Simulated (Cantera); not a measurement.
A closed system holds: 1 mol SiCl4, a varied amount of HCl, 1.4 mol H2, held at 850 °C and 750 Torr.

Cantera equilibrium calculation (NASA polynomials, part measured and part estimated; ideal gas, pure solids and liquids). Candidate condensed phases: Si; 19 gas species. The tables' values for SiCl3 are old estimates; treat these amounts as uncertain. Kinetics and transport are ignored.

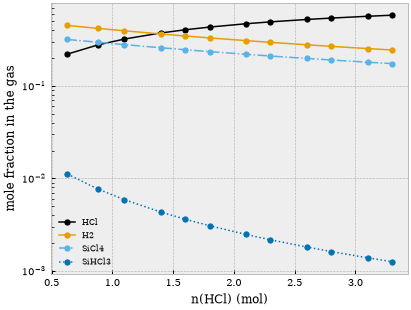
*Equilibrium gas composition (values under 1e-9 drawn at 1e-9)*

From 0.63 mol HCl to 3.3 mol HCl nothing is condensed. The main Si-bearing gas is SiCl4 throughout.
